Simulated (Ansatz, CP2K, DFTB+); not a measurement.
# DFTB+ on (11,0) carbon nanotube bundle (132 atoms): settings against a plane-wave reference, part 2 of 2

Aim: run (11,0) carbon nanotube bundle (132 atoms) in DFTB+ and see how near its forces come to a plane-wave reference, and at what cost.

Program: DFTB+ 25.1; the method stands at each step. Banners, paths, timers and routine set-up lines are dropped from the logs unmarked, and long logs keep their key lines alone; longer cuts are marked.

So far. Step 2 (GFN1-xTB): Forces lie 5.0 % from the reference's, at 0.051 times its CPU time (on 1 against 4 cores). Step 3 (DFTB 3ob-3-1): Against the first run (5.0 %), the force difference from the reference is 24 %, at 0.41 times the CPU time.

**4. DFTB mio-1-1**

Method: SCC-DFTB tight binding, mio-1-1 parameters, diagonalisation.

The parameter files are exchanged too: slako/ now holds the set mio-1-1.

File dftb_in.hsd:

```
Geometry = GenFormat {
  <<< geo.gen
}
Driver = {}
Hamiltonian = DFTB {
  Scc = Yes
  SlaterKosterFiles = Type2FileNames {
    Prefix = "slako/"
    Separator = "-"
    Suffix = ".skf"
  }
  MaxAngularMomentum {
    C = "p"
  }
  SccTolerance = 1e-06
  MaxSccIterations = 300
  Mixer = Broyden { MixingParameter = 0.05 }
  Filling = Fermi { Temperature [K] = 580 }
  KPointsAndWeights = { 0.0 0.0 0.0 1.0 }
}
Analysis {
  PrintForces = Yes
  MullikenAnalysis = Yes
}
ParserOptions { ParserVersion = 14 }
```

File geo.gen:

```
132 F
C
[... 136 atom lines left out: the same atoms as in the first run ...]
```

The run is started by

```sh
$ OMP_NUM_THREADS=1 dftb+ > output.txt
```

What it wrote:

```text
Reading input file 'dftb_in.hsd'
Parser version: 14
--------------------------------------------------------------------------------
Reading SK-files:
./slako/C-C.skf
Done.
Processed input in HSD format written to 'dftb_pin.hsd'
Starting initialization...
[... lines left out ...]
WARNING!
[... lines left out ...]
 iSCC Total electronic   Diff electronic      SCC error
[... lines left out ...]
    2   -0.23955511E+03   -0.23955475E+03    0.61967542E-01
    3   -0.23955592E+03   -0.35761350E-03    0.17347326E-01
[...]
15   -0.23955635E+03   -0.12434498E-09    0.19036033E-05
>> Charges saved for restart in charges.bin
   16   -0.23955635E+03   -0.25949021E-10    0.74758108E-06
Total Energy:                     -227.8061235425 H        -6198.9200 eV
Extrapolated to 0K:               -227.8061602171 H        -6198.9210 eV
Total Mermin free energy:         -227.8061968918 H        -6198.9220 eV
Force related energy:             -227.8061968918 H        -6198.9220 eV
Volume:                              0.104094E+05 au^3   0.154252E+04 A^3
Pressure:                            0.653993E-03 au     0.192411E+11 Pa
```

detailed.out:

```text
Fermi distribution function
Calculation with static geometry
********************************************************************************
 iSCC Total electronic   Diff electronic      SCC error
   16   -0.23955635E+03   -0.25949021E-10    0.74758108E-06
[... lines left out ...]
Fermi level:                        -0.1642800805 H           -4.4703 eV
[... lines left out ...]
Band free energy (E-TS):          -239.5692722619 H        -6519.0116 eV
[... lines left out ...]
Total energy:                     -227.8061235425 H        -6198.9200 eV
[... lines left out ...]
Total Mermin free energy:         -227.8061968918 H        -6198.9220 eV
[... lines left out ...]
SCC converged
Total Forces
[... lines left out ...]
      0.000505561749      0.000005855612      0.000005045663
      0.000005855612      0.000440041252      0.000032593631
      0.000005045663      0.000032593630      0.001016375548
Total lattice derivs
     -0.235320255361     -0.120176479827     -0.011033838198
     -0.003126314162     -0.234938226089     -0.017401754339
     -0.002214740234     -0.014306627299     -0.446127238106
Maximal derivative component:        0.236719E+00 au
Volume:                              0.104094E+05 au^3
Pressure:                            0.653993E-03 au     0.192411E+11 Pa
Warning: dipole moment is not defined absolutely!
Dipole moment:    0.52282560   -0.63430991   -1.07536521 au
Dipole moment:    1.32889022   -1.61225512   -2.73330595 Debye
```

It took 1.6 s on 1 thread of Intel Xeon Platinum 8124M at 3.00GHz (Skylake/Cascade Lake), shared host; peak memory 0.13 GiB.

Against the reference:

```
r.m.s. force component                           : 2.912 eV/Å
r.m.s. difference of force components            : 764.1 meV/Å
longest difference of force vectors              : 2844 meV/Å
force difference over r.m.s. force               : 35.2 %
slope of forces against the reference's          : 1.337
correlation of force components                  : 0.9972
gap (highest filled to lowest empty level) : 0.7113 eV
gap difference                                   : -0.0772 eV
pressure                                         : 19.24 GPa
pressure difference                              : 6.305 GPa
```

Against the first run (5.0 %), the force difference from the reference is 35 %, at 0.38 times the CPU time.

**5. The ladder**

Differences are against the plane-wave reference, forces as r.m.s. over components; share is that over the reference's r.m.s. force, slope the least-squares factor from reference forces to these. Total energies of different programs have different zeros and aren't compared.

| run | Δ force, r.m.s. (meV/Å) | share (%) | slope | Δ pressure (GPa) | Δ gap (eV) | cores | CPU time | memory (GiB) |
| --- | --- | --- | --- | --- | --- | --- | --- | --- |
| reference | - | - | - | - | - | 4 | 80 s | 2.0 |
| DFTB+ GFN1-xTB | 109 | 5.02 | 0.985 | -1.59 | -0.129 | 1 | 4.1 s | 0.13 |
| DFTB+ DFTB 3ob-3-1 | 522 | 24.0 | 1.231 | 5.22 | -0.0759 | 1 | 1.7 s | 0.13 |
| DFTB+ DFTB mio-1-1 | 764 | 35.2 | 1.337 | 6.31 | -0.0772 | 1 | 1.6 s | 0.13 |

CPU time is summed over cores on a shared host, where runs went side by side, so it is rough. Symmetry, cutoffs, thresholds, outputs and thread counts weren't matched or tuned between programs; memory under MPI is the largest rank's times the ranks.

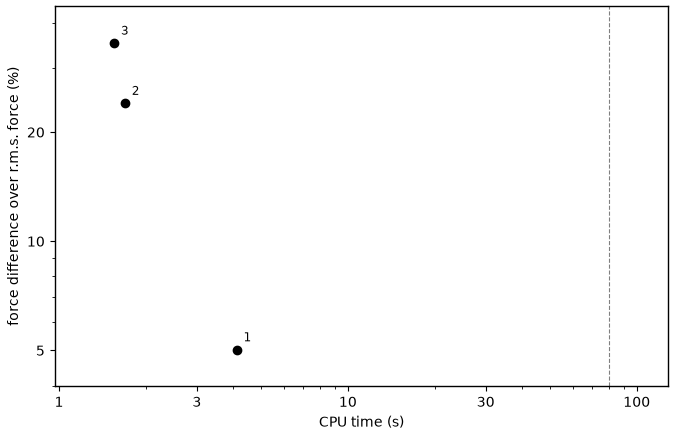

Force difference against CPU time; the dashed line marks the reference's time. Points: 1 DFTB+ GFN1-xTB; 2 DFTB+ DFTB 3ob-3-1; 3 DFTB+ DFTB mio-1-1.

**6. What came out**

```json
{"nearest in forces": "DFTB+ GFN1-xTB, 5.0 %", "its CPU time": "4.1 s"}
```

**Reading.** Tight binding differs by 5.0 % (DFTB+ GFN1-xTB) to 35 % (DFTB+ DFTB mio-1-1); it is another model, with fitted parameters of its own, and the xTB methods hold dispersion. Of the electronic-structure runs that take under half the reference's CPU time, DFTB+ GFN1-xTB comes nearest, at 5.0 % in 4.1 s against 80 s; its pressure misses by -1.6 GPa. Periodic xTB results under one method name differ between programs and library versions (DFTB+ here holds tblite 0.3). The reference's stress is far from hydrostatic: its diagonal is 9.5, 8.3, 21.0 GPa, compression counted positive. The reference's pressure of 13 GPa belongs to a cell and atoms that aren't relaxed at this level. The electronic-structure runs sample only Γ, in a cell whose shortest periodic width is 10 Å.

[Also dropped from logs without a mark: logging warnings of Python, and SIESTA's first energy breakdown and zero terms.]

[Logs are printed without paths, hosts, clocks, repeated set-up lines and the standing remarks that a program may print on its own settings, such as how far it seeks lower states.]

[Hosts, paths, dates, database ids (printed as entryN), source tags and the programs' standing remarks are cut or masked in the printed files.]
